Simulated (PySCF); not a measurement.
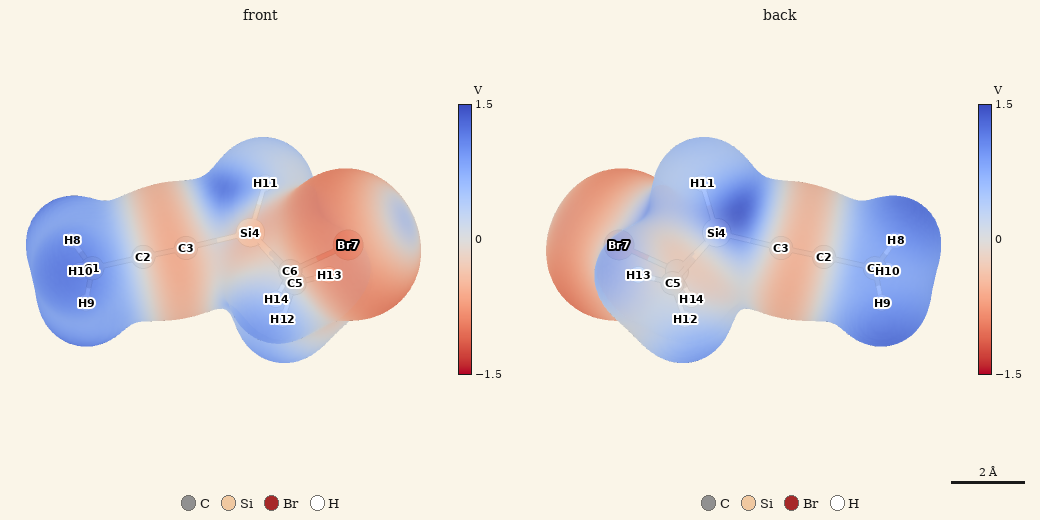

Figure. C5H7BrSi. The molecular electrostatic potential painted on the density surface at 0.002 e/bohr³, seen from the front and from behind; red is negative and blue positive.

Geometry: GFN2-xTB.

Theory: CAM-B3LYP/def2-SVPD, SCF density, gas phase (PySCF).

```
atom    x (Å)    y (Å)    z (Å)
   C   3.3531  -0.2351  -0.1306
   C   1.9446  -0.0643   0.1308
   C   0.7634   0.0722   0.3349
  Si  -1.0151   0.2891   0.6996
   C  -2.2423  -0.7582  -0.2821
   C  -2.0837   0.6621  -0.8255
  Br  -3.6571   1.8100  -0.7198
   H   3.9065  -0.2411   0.8083
   H   3.5229  -1.1791  -0.6481
   H   3.7196   0.5813  -0.7527
   H  -1.4275   0.8464   1.9719
   H  -1.9140  -1.5463  -0.9477
   H  -3.2045  -0.9916   0.1539
   H  -1.6664   0.7542  -1.8201
```

> Which sites attract a positive test charge, and which a negative one?

A positive charge is drawn to the negative regions and a negative charge to the positive ones. The most negative region (about −0.9 V) lies over Br7, the most positive (about +1.2 V) over Si4, H8 and H9. Br7 shows a σ-hole: about +0.3 V at the tip opposite its bond, against about −0.8 V on its flanks.
